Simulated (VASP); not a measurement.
Band structure of MoSi2 (MoSi2 type). Computed with PBE GGA with D4 dispersion, VASP's PBE PAW potentials (set 64) (plane waves; VASP).

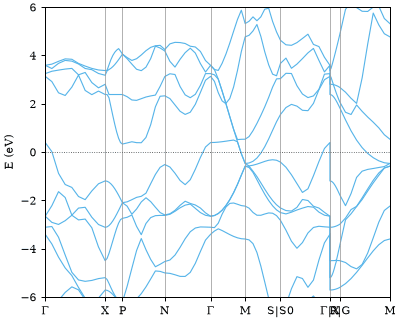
Fig. 1. Bands along high-symmetry lines, zero at the valence-band maximum or, without a gap, the Fermi level

Question: Read the plot: is there a gap, and where are the band edges?

Answer: It has no gap at this level: it comes out as a metal or semimetal. (Edges off the drawn lines would not show.)

The compound is MoSi2 in the MoSi2 type structure. It was relaxed first.
